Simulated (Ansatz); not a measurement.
**B2PLYP/aug-cc-pVTZ run of GeSe (Germanium monoselenide)**

Aim: the electronic atomisation energy of GeSe (Germanium monoselenide) at B2PLYP/aug-cc-pVTZ, from 3 runs. 

Program for the calculation: Ansatz 0.2.0.

30 further runs of the same task are left out: 30 set aside as unsound or not needed.

## (1) Starting point

GeSe: 2 atoms, total charge 0, spin state singlet. SMILES: `[Ge-]#[Se+]`. The bond length is the measured one.

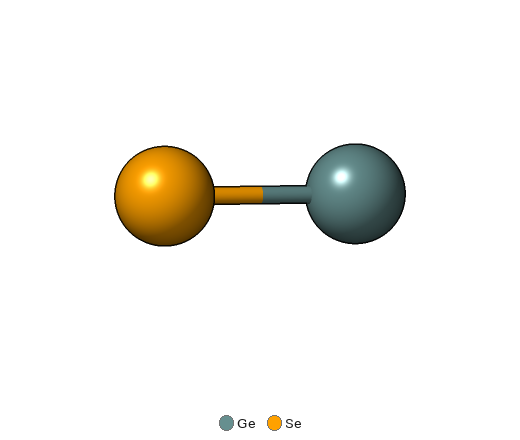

Viewed from a chosen angle; germanium teal, selenium orange.

## (2) The energy at B2PLYP/aug-cc-pVTZ

Input file job.yaml:

```yaml
crystal:
  periodic: [false, false, false]
  atoms:
    - symbol: Ge
      position_ang: [0.000000, 0.000000, 0.000000]
    - symbol: Se
      position_ang: [0.000000, 0.000000, 2.134629]
basis:
  gaussian: {orbitals: aug-cc-pVTZ}
hamiltonian: {xc: {name: B2PLYP}}
correlation: {frozen_orbitals: {Ge: 9, Se: 9}}
accuracy: high
output: {orbitals: {seedname: orbitals}}
```

Run with:

```bash
$ ansatz run job.yaml --threads 1 --pin off --max-ram 3480MiB --events-out events.jsonl --progress --plain --runs-dir runs
```

Standard output:

```text
Warning: RAYON_NUM_THREADS=1 ignored (pool sized by the plan → 1); use --threads N
Functional definition: B2PLYP
  name "B2PLYP"
  parameter a = 0.53
  parameter c = 0.27
  exchange = (1 - a)*b88_x + a*exact_x
  correlation = (1 - c)*lyp_c + c*(mp2_os + mp2_ss)
1490 factors; integrals over basis functions are off by at most 4.0e-9 eV
mean field evaluation 1: about -121845.2516 eV, gradient 1.8e1 eV
mean field evaluation 2: about -121845.3351 eV, gradient 1.8e1 eV
mean field evaluation 4: about -121846.5231 eV, gradient 1.5e0 eV
mean field evaluation 8: about -121846.5318 eV, gradient 4.4e-2 eV
mean field evaluation 16: about -121846.5318 eV, gradient 9.4e-6 eV
mean field -121846.53181938 eV, -4477.7774538168 hartree, gradient 7.8e-8 eV, S^2 0.000000; 0 other end points of the search recorded, 0 dependent functions left out
18 core orbitals not correlated: weight in the atoms' cores, before any rotation towards them, 1.000 or more for the frozen orbitals, at most 0.000 for the correlated occupied ones
reference -121846.53183694 eV, -4477.7774544617 hartree; 15, 15 occupied and 85, 85 virtual orbitals, 1490 factors
second order -13.14409044 eV of doubles, -0.00000000 eV of singles
Total energy: -121850.08074136 eV, -4477.9078742936 hartree
```

Wall time 16 s (1 thread of Arm Neoverse V2, shared host); peak memory 0.34 GiB.

## (3) The Ge atom

Input file run.yaml:

```yaml
crystal:
  periodic: [false, false, false]
  atoms:
    - {symbol: Ge, position_ang: [0.000000, 0.000000, 0.000000]}
basis:
  gaussian: {orbitals: aug-cc-pVTZ}
correlation: {frozen_orbitals: {Ge: 9}}
hamiltonian: {xc: {name: B2PLYP}}
magnetization: {spin_polarized: true, initial_magnetization: 2}
accuracy: high
```

Run with:

```bash
$ ansatz run run.yaml --threads 1 --pin off --max-ram 3480MiB --events-out events.jsonl --progress --plain --runs-dir runs
```

Standard output:

```text
Warning: RAYON_NUM_THREADS=1 ignored (pool sized by the plan → 1); use --threads N
[... 6 set-up lines as earlier in the session ...]
600 factors; integrals over basis functions are off by at most 4.3e-9 eV
mean field evaluation 1: about -56505.2014 eV, gradient 3.0e0 eV
mean field evaluation 2: about -56505.2081 eV, gradient 3.0e0 eV
mean field evaluation 4: about -56505.2838 eV, gradient 4.8e-1 eV
mean field evaluation 8: about -56505.2847 eV, gradient 5.9e-4 eV
mean field evaluation 16: about -56505.2847 eV, gradient 1.1e-7 eV
mean field -56505.28467611 eV, -2076.5309111894 hartree, gradient 1.2e-8 eV, S^2 2.004717; 0 other end points of the search recorded, 0 dependent functions left out
9 core orbitals not correlated: weight in the atoms' cores, before any rotation towards them, 1.000 or more for the frozen orbitals, at most 0.000 for the correlated occupied ones
reference -56505.28469266 eV, -2076.5309117976 hartree; 8, 6 occupied and 42, 44 virtual orbitals, 600 factors
second order -4.20011382 eV of doubles, -0.00000000 eV of singles
Total energy: -56506.41872339 eV, -2076.5725866584 hartree
```

Wall time 3.6 s (1 thread of Arm Neoverse V2, shared host); peak memory 0.14 GiB.

## (4) The Se atom, same level

Input file run.yaml:

```yaml
crystal:
  periodic: [false, false, false]
  atoms:
    - {symbol: Se, position_ang: [0.000000, 0.000000, 0.000000]}
basis:
  gaussian: {orbitals: aug-cc-pVTZ}
hamiltonian: {xc: {name: B2PLYP}}
magnetization: {spin_polarized: true, initial_magnetization: 2}
accuracy: high
correlation: {frozen_orbitals: {Se: 9}}
```

Run the same way, it converges to -2401.14419 Eh (log not shown).

## (5) What came out

Level: B2PLYP/aug-cc-pVTZ, 18 core orbitals frozen.

```
                                     quantity           value
                       molecule: total energy  -4477.90787 Eh
  molecule: HOMO energy (SCF part's orbitals)        -8.34 eV
  molecule: LUMO energy (SCF part's orbitals)        -1.47 eV
molecule: HOMO–LUMO gap (SCF part's orbitals)         6.87 eV
                        Ge atom: total energy  -2076.57259 Eh
                                Ge atom: ⟨S²⟩           2.005
                        Se atom: total energy  -2401.14419 Eh
                                Se atom: ⟨S²⟩           2.005
                electronic atomisation energy        5.200 eV
```

Taking the molecule apart into free atoms costs 5.20 eV (502 kJ/mol), before zero-point energy and without spin-orbit coupling.
